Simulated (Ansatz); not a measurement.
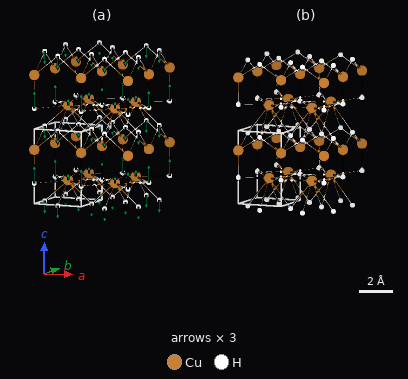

The structure of a crystal of Cu₂H₃ (a generated structure, set up in P4mm) (coarse preliminary run) before (left) and after (right) a relaxation, at one scale. The green arrows give the displacements (the part carried along by the change of the cell is left out), 3 times their true length.

A ball-and-stick model of the cell of the calculation, repeated 2 × 2 × 2 with one cell outlined, seen slightly off an axis.

Method: Ansatz 0.2.0, DFT PBE, scalar-relativistic, plane waves, PAW. Set-up: plane-wave cutoff 420 eV; k-point mesh 6 × 6 × 4; occupations gaussian; smearing width 0.1 eV; no spin polarisation; cell and atoms relaxed; force threshold 0.04 eV/Å; at most 70 steps.

**Describe what moved and what it gained.**

The atom that moves furthest relative to the cell is an H atom (0.38 Å along +c). Largest moves by element: H 0.38 Å, Cu 0.17 Å. The drawn cell changes as follows: a = b 3.112 → 2.843 Å (−8.7 %), c 4.584 → 4.475 Å (−2.4 %); the volume changes by −18.5 %. Some distances before and after: Cu–H 2.058 → 1.662 Å, Cu–H 1.995 → 1.675 Å, Cu–H 2.066 → 2.285 Å, Cu–H 2.202 → 2.015 Å. Among the angles between lasting bonds that change: H–Cu–H 102.5° → 116.1°, Cu–H–Cu 102.5° → 116.1°, H–Cu–H 66.9° → 73.7°. The space group stays P4mm (No. 99). Over 9 accepted moves (10 points after the start) the energy falls by 249 meV per atom. Largest force component: 1.5 eV/Å at the start, 0.0088 eV/Å at the end. The pressure goes from −17.19 to −0.02 GPa. The SCF was repeated once at an unchanged geometry on a basis and grid sized afresh for the cell, which shifted the energy by 1.7 meV per atom at most.
